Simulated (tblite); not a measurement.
**Geometry relaxation of C4H7BrO2Si2 (part 1 of 2)**

The run: geometry relaxation of C4H7BrO2Si2, SMILES [SiH3]O[SiH2]c1ccc(Br)o1. Method and program: GFN2-xTB geometry optimisation, gas phase (tblite 0.8.0).

It belongs to a series of runs on one base structure; here: SiH2 inserted into a O-C bond.

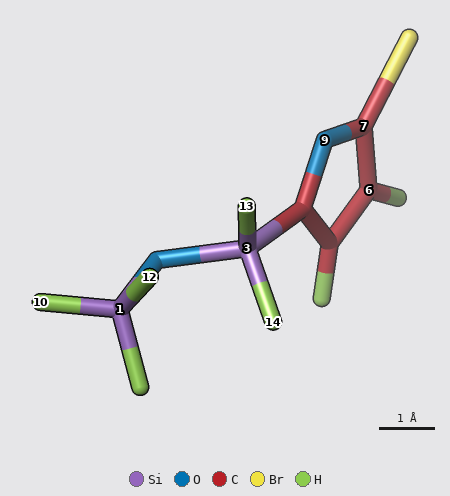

Figure 1. The input geometry (stick view, seen at a tilt; atoms are numbered from 1 in the order of the input).

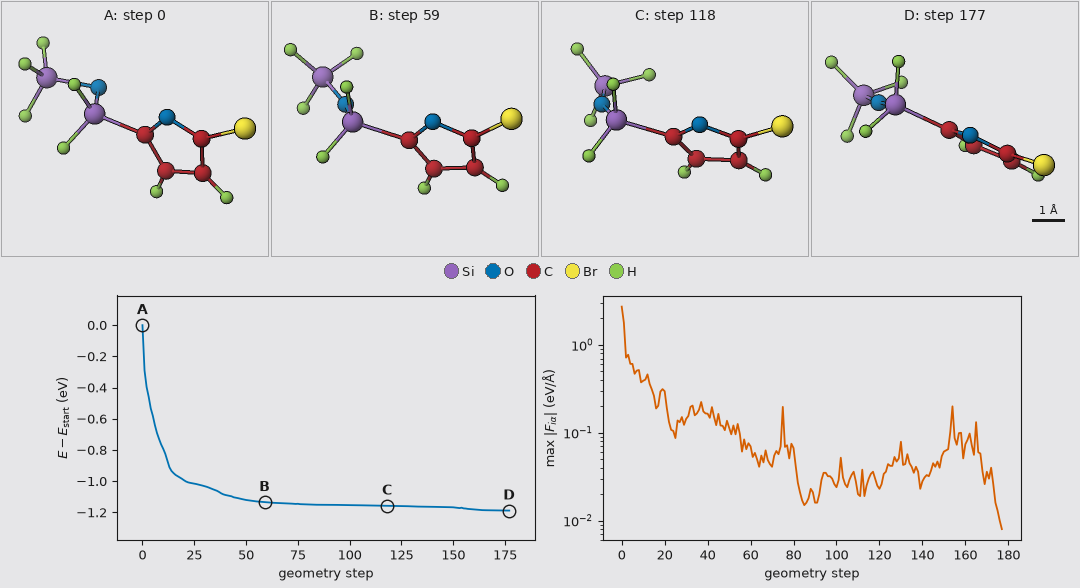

Figure 2. Frames of the relaxation (ball-and-stick view, seen at a tilt) above the curves, on which the letters mark them (steps are counted from 0).

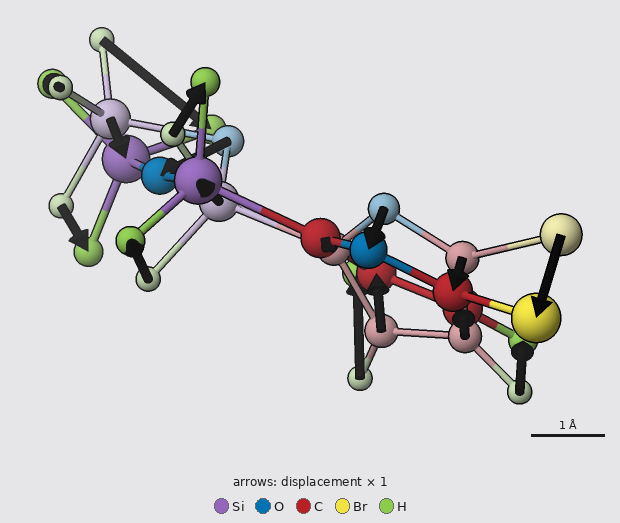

Figure 3. Start (faint) and end (solid) with the displacements as black arrows, at true length (ball-and-stick view, seen at a tilt). The two geometries are laid on each other by the best rigid fit. The largest move after the best rigid fit is that of H10, 1.96 Å. By element the largest moves are H 1.96 Å, O 1.36 Å, Br 1.21 Å, Si 0.95 Å, C 0.89 Å. Among the contacts that change: O2–Si3 1.739 → 1.612 Å, Si1–O2 1.723 → 1.622 Å, Si3–C4 1.821 → 1.877 Å, C7–Br8 1.906 → 1.867 Å. Among the angles that change: Si1–O2–Si3 104.6° → 173.8°, Br8–C7–O9 128.7° → 117.4°, C6–C7–Br8 122.7° → 130.7°. Over 177 geometry steps the energy falls by 1.188 eV. The largest force component goes from 2.7 to 0.008 eV/Å. (Atoms are counted from 1 in the order of the input.)

These pictures come from the run below.

**The input**
```
{"job": {"kind": "relax", "xc": "GFN2-xTB", "basis": "xTB"}, "charge": 0, "multiplicity": 1}
Si    -3.399600     0.196900    -0.268000
O     -1.768300     0.090000    -0.813200
Si    -0.811700     0.360500     0.613400
C      0.966800     0.064400     0.355700
C      1.609700    -1.168200     0.285200
C      2.954700    -0.857700     0.088800
C      3.049300     0.537300     0.073100
Br     4.706400     1.453700    -0.147900
O      1.859700     1.037800     0.241500
H     -4.336000     0.497900    -1.345100
H     -3.833200    -1.010800     0.465000
H     -3.434500     1.356400     0.672800
H     -1.128700     1.710800     1.068300
H     -1.376600    -0.548900     1.630900
H      1.174300    -2.132700     0.341100
H      3.760300    -1.578400    -0.005700
```

The first line tells a small driver script what to run in tblite; the rest is the geometry in Å.

Run as:
```bash
OMP_NUM_THREADS=1 python <driver script> task.json out
```

**Output**
```
step      E/eV     max force
  0    -758.29945    2.868
  1    -758.58972    1.926
  2    -758.69562    0.839
  3    -758.75820    1.049
  4    -758.83254    0.700
  5    -758.87989    0.692
  6    -758.93979    0.708
  7    -758.98997    0.556
  8    -759.02814    0.528
  9    -759.06310    0.503
 10    -759.09087    0.569
 11    -759.12304    0.563
 12    -759.16704    0.519
 13    -759.20916    0.382
 14    -759.23307    0.371
 15    -759.24713    0.292
 16    -759.25905    0.219
 17    -759.26703    0.217
 18    -759.27464    0.302
 19    -759.28317    0.336
 20    -759.29258    0.297
 21    -759.30092    0.224
 22    -759.30640    0.153
 23    -759.30961    0.134
 24    -759.31208    0.107
 25    -759.31450    0.108
 26    -759.31727    0.154
 27    -759.32046    0.144
 28    -759.32385    0.173
 29    -759.32724    0.138
 30    -759.33085    0.152
 31    -759.33490    0.182
 32    -759.33976    0.260
 33    -759.34553    0.270
 34    -759.35065    0.195
 35    -759.35536    0.174
 36    -759.36074    0.184
 37    -759.36824    0.229
 38    -759.37684    0.194
 39    -759.38316    0.169
 40    -759.38722    0.176
 41    -759.39007    0.150
 42    -759.39259    0.205
 43    -759.39580    0.160
 44    -759.40202    0.128
 45    -759.40445    0.171
 46    -759.40720    0.133
 47    -759.41004    0.126
 48    -759.41360    0.119
 49    -759.41678    0.156
 50    -759.41935    0.127
 51    -759.42122    0.109
 52    -759.42289    0.131
 53    -759.42477    0.120
 54    -759.42679    0.144
 55    -759.42853    0.108
 56    -759.42968    0.078
 57    -759.43066    0.089
 58    -759.43170    0.082
 59    -759.43315    0.093
 60    -759.43449    0.075
 61    -759.43553    0.069
 62    -759.43653    0.072
 63    -759.43733    0.060
 64    -759.43789    0.052
 65    -759.43836    0.057
 66    -759.43887    0.056
 67    -759.43948    0.071
 68    -759.44014    0.055
 69    -759.44070    0.048
 70    -759.44130    0.052
 71    -759.44185    0.074
 72    -759.44277    0.083
 73    -759.44373    0.069
 74    -759.44469    0.072
 75    -759.44378    0.240
 76    -759.44603    0.077
 77    -759.44656    0.073
 78    -759.44732    0.052
 79    -759.44828    0.079
 80    -759.44886    0.068
 81    -759.44934    0.055
 82    -759.44969    0.035
 83    -759.44983    0.027
 84    -759.44992    0.019
 85    -759.44997    0.018
 86    -759.45003    0.021
 87    -759.45012    0.022
 88    -759.45024    0.027
 89    -759.45032    0.023
 90    -759.45038    0.017
 91    -759.45043    0.017
 92    -759.45051    0.023
 93    -759.45065    0.039
 94    -759.45090    0.048
 95    -759.45121    0.043
 96    -759.45148    0.036
 97    -759.45168    0.040
 98    -759.45185    0.041
 99    -759.45205    0.037
100    -759.45230    0.034
101    -759.45254    0.035
102    -759.45260    0.071
103    -759.45292    0.042
104    -759.45311    0.035
105    -759.45337    0.033
106    -759.45353    0.039
107    -759.45376    0.048
108    -759.45402    0.051
109    -759.45443    0.039
110    -759.45467    0.026
111    -759.45480    0.025
112    -759.45483    0.038
113    -759.45496    0.025
114    -759.45506    0.036
115    -759.45527    0.042
116    -759.45549    0.037
117    -759.45566    0.045
118    -759.45582    0.043
119    -759.45602    0.031
120    -759.45613    0.030
121    -759.45638    0.032
122    -759.45667    0.037
123    -759.45705    0.046
124    -759.45744    0.046
125    -759.45785    0.055
126    -759.45826    0.064
127    -759.45867    0.065
128    -759.45922    0.067
129    -759.45983    0.059
130    -759.46008    0.091
131    -759.46080    0.050
132    -759.46117    0.047
133    -759.46168    0.071
134    -759.46198    0.072
135    -759.46238    0.051
136    -759.46262    0.057
137    -759.46272    0.056
138    -759.46290    0.037
139    -759.46301    0.028
140    -759.46320    0.028
141    -759.46343    0.031
142    -759.46364    0.039
143    -759.46386    0.039
144    -759.46407    0.040
145    -759.46427    0.048
146    -759.46445    0.049
147    -759.46470    0.060
148    -759.46504    0.048
149    -759.46578    0.059
150    -759.46632    0.071
151    -759.46785    0.076
152    -759.46961    0.078
153    -759.47124    0.139
154    -759.46893    0.238
155    -759.47321    0.114
156    -759.47411    0.092
157    -759.47642    0.105
158    -759.47752    0.113
159    -759.47902    0.062
160    -759.48003    0.092
161    -759.48153    0.092
162    -759.48257    0.124
163    -759.48321    0.090
164    -759.48433    0.064
165    -759.48441    0.179
166    -759.48503    0.081
167    -759.48529    0.078
168    -759.48571    0.037
169    -759.48592    0.032
170    -759.48623    0.048
171    -759.48654    0.036
172    -759.48674    0.048
173    -759.48692    0.029
174    -759.48702    0.020
175    -759.48708    0.017
176    -759.48709    0.014
177    -759.48710    0.010
```

**Trajectory as extended XYZ (Å, eV, eV/Å), 14 of the 178 frames kept, from step=0 to step=177**
```
16
Properties=species:S:1:pos:R:3:forces:R:3 step=0 energy=-758.29945
Si   -3.3996    0.1969   -0.2680    0.5680   0.2800  -0.3490
O    -1.7683    0.0900   -0.8132   -0.7640   0.4330   2.7300
Si   -0.8117    0.3605    0.6134   -1.9050  -0.0270  -1.0800
C     0.9668    0.0644    0.3557    0.3420  -1.6530  -0.1940
C     1.6097   -1.1682    0.2852    0.0640   1.2250  -0.1380
C     2.9547   -0.8577    0.0888    0.9320   0.0600  -0.0190
C     3.0493    0.5373    0.0731    1.2510  -2.4800  -0.1310
Br    4.7064    1.4537   -0.1479   -0.8500   0.0690   0.1190
O     1.8597    1.0378    0.2415   -0.5110   2.1540  -0.0110
H    -4.3360    0.4979   -1.3451    0.3860  -0.1290  -0.1930
H    -3.8332   -1.0108    0.4650    0.3060   0.2020  -0.2500
H    -3.4345    1.3564    0.6728   -0.1590  -0.4120  -0.3240
H    -1.1287    1.7108    1.0683    0.3340   0.0960  -0.0800
H    -1.3766   -0.5489    1.6309    0.3870  -0.0230  -0.1070
H     1.1743   -2.1327    0.3411   -0.1910  -0.2390   0.0370
H     3.7603   -1.5784   -0.0057   -0.1880   0.4450  -0.0110
16
Properties=species:S:1:pos:R:3:forces:R:3 step=14 energy=-759.23307
Si   -3.5570    0.2634   -0.2437    0.0380   0.0050  -0.2120
O    -1.9295    0.2436   -0.3902    0.1160  -0.0080   0.1440
Si   -0.7853    0.4131    0.7444    0.1450   0.0000  -0.0080
C     0.9473   -0.0392    0.2115    0.0660   0.1080  -0.0930
C     1.6241   -1.2283    0.2010   -0.0810   0.1180   0.0100
C     3.0001   -0.9267    0.0760    0.0390  -0.1870  -0.0070
C     3.0619    0.4371    0.0279   -0.0870  -0.0250   0.0010
Br    4.4919    1.6573   -0.0894   -0.2010  -0.3120  -0.0040
O     1.8390    0.9750    0.1091    0.0350   0.2050  -0.0060
H    -3.9893    0.4074   -1.6204   -0.0330   0.0410  -0.0970
H    -3.9057   -1.0112    0.3495   -0.1500  -0.1910   0.1100
H    -3.9259    1.3666    0.6335   -0.0780   0.0540   0.0070
H    -0.7934    1.8246    1.1033    0.0320  -0.0010   0.1290
H    -1.0287   -0.5616    1.8098   -0.1550   0.1060   0.1190
H     1.1365   -2.1800    0.2854    0.2640  -0.0440  -0.0520
H     3.8065   -1.6322    0.0485    0.0500   0.1310  -0.0410
16
Properties=species:S:1:pos:R:3:forces:R:3 step=27 energy=-759.32046
Si   -3.6024    0.2439   -0.2932   -0.0160  -0.0560   0.1320
O    -1.9761    0.2803   -0.1743    0.0850   0.0010  -0.0740
Si   -0.7442    0.4447    0.8563    0.0490  -0.0140   0.1280
C     0.9352   -0.0652    0.1825    0.0130   0.0170   0.0320
C     1.6347   -1.2460    0.1586   -0.0580   0.0160   0.0330
C     3.0063   -0.9302    0.0333   -0.0610  -0.0270  -0.0160
C     3.0395    0.4324   -0.0137    0.0110  -0.0600   0.0180
Br    4.4863    1.6035   -0.1103    0.0340   0.0420  -0.0500
O     1.8190    0.9640    0.0716    0.0050   0.0170   0.0710
H    -3.8390    0.3798   -1.7213    0.0030   0.0000  -0.0420
H    -4.0282   -1.0348    0.2786   -0.0150   0.0200  -0.0740
H    -4.1431    1.3408    0.5116    0.0090  -0.0010  -0.0700
H    -0.6385    1.8511    1.2368   -0.0220  -0.0110  -0.0450
H    -1.0139   -0.4335    1.9977    0.0130   0.0030   0.0290
H     1.2091   -2.2274    0.2209    0.0210   0.0220   0.0130
H     3.8478   -1.5944    0.0209   -0.0700   0.0320  -0.0830
16
Properties=species:S:1:pos:R:3:forces:R:3 step=41 energy=-759.39007
Si   -3.5126    0.1905   -0.3746   -0.0300  -0.0180  -0.0350
O    -1.9314    0.1890    0.0275    0.0390  -0.0130  -0.0560
Si   -0.7332    0.4824    1.0793   -0.1450   0.0360  -0.0030
C     0.9537   -0.0367    0.4424   -0.0510   0.0690   0.0190
C     1.5902   -1.2241    0.2039   -0.0200  -0.0170  -0.0350
C     2.9359   -0.9295   -0.1021    0.0000  -0.0080  -0.0170
C     3.0243    0.4280   -0.0074    0.0430  -0.0070  -0.0920
Br    4.4685    1.5780   -0.3183   -0.0760  -0.0540   0.0580
O     1.8518    0.9774    0.3209    0.0380  -0.0140  -0.0630
H    -3.5870    0.3139   -1.8277    0.1480   0.0130   0.0210
H    -4.0822   -1.0718    0.0822    0.0420  -0.0730   0.0450
H    -4.1600    1.3134    0.2956    0.0190   0.0560   0.0340
H    -0.6694    1.9249    1.2842   -0.0150   0.0140   0.0380
H    -1.0194   -0.3089    2.2730   -0.0150   0.0010   0.0830
H     1.1501   -2.1987    0.2333   -0.0470  -0.0140  -0.0050
H     3.7129   -1.6189   -0.3562    0.0700   0.0270   0.0060
```
